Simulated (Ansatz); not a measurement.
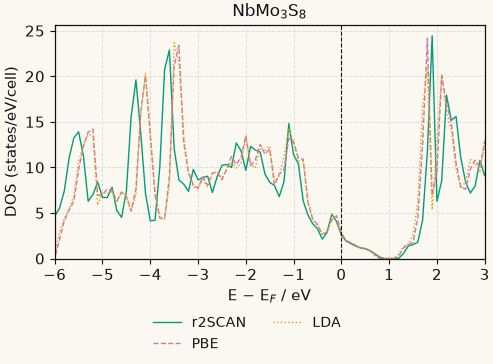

Total densities of states of NbMo3S8, space group P-6m2 (No. 187), 12 atoms in the cell, by three methods on the same cell. Each is counted from its own Fermi level.

**How do the methods compare?**

r2SCAN gives a metal with about 3 states per eV and cell at the Fermi level, PBE gives a metal with about 3.1 states per eV and cell at the Fermi level and LDA gives a metal with about 3 states per eV and cell at the Fermi level. In the window shown, the tallest filled peak lies at −3.6 eV in r2SCAN, −3.4 eV in PBE and −3.5 eV in LDA.

Settings. r2SCAN: DFT r2SCAN, scalar-relativistic, plane waves, PAW, no spin polarisation, 12×12×2 k mesh, 500 eV cutoff, Gaussian smearing of 0.1 eV (Ansatz 0.2.0). PBE: DFT PBE, scalar-relativistic, plane waves, PAW, no spin polarisation, 12×12×2 k mesh, 420 eV cutoff, Gaussian smearing of 0.1 eV (Ansatz). LDA: DFT LDA, scalar-relativistic, plane waves, PAW, no spin polarisation, 12×12×2 k mesh, 420 eV cutoff, Gaussian smearing of 0.1 eV (Ansatz).

The structure is an invented one, so it need not be a known or stable phase.
